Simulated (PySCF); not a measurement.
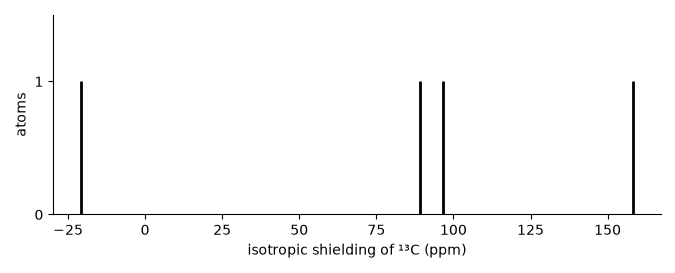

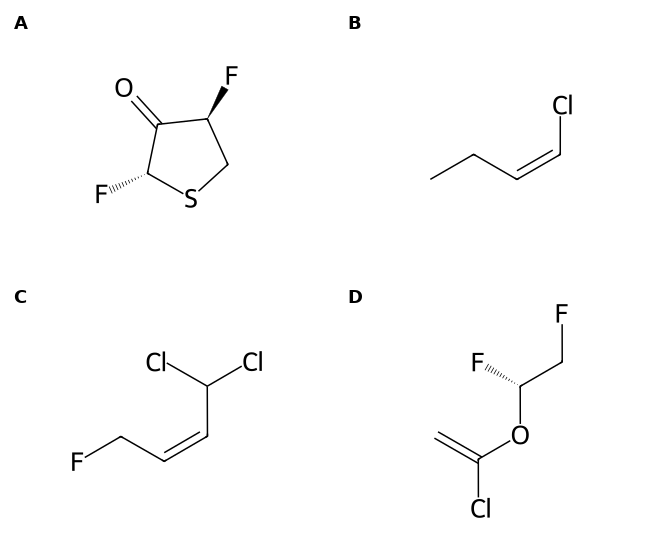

The sticks are computed shieldings of one of the molecules, for one fixed geometry (PBE0-D3(BJ)/def2-SVP) without averaging over rotations. Low shielding means a high chemical shift. Method: GIAO PBE0/pcSseg-1 NMR shielding, non-relativistic, IEF-PCM dichloromethane (PySCF 2.14.0).

### Match the spectrum to a structure.

A, `O=C1[C@@H](F)CS[C@@H]1F`. Its 4 C atoms give lines at −20.9, 89.1, 96.5, 158.2 ppm.
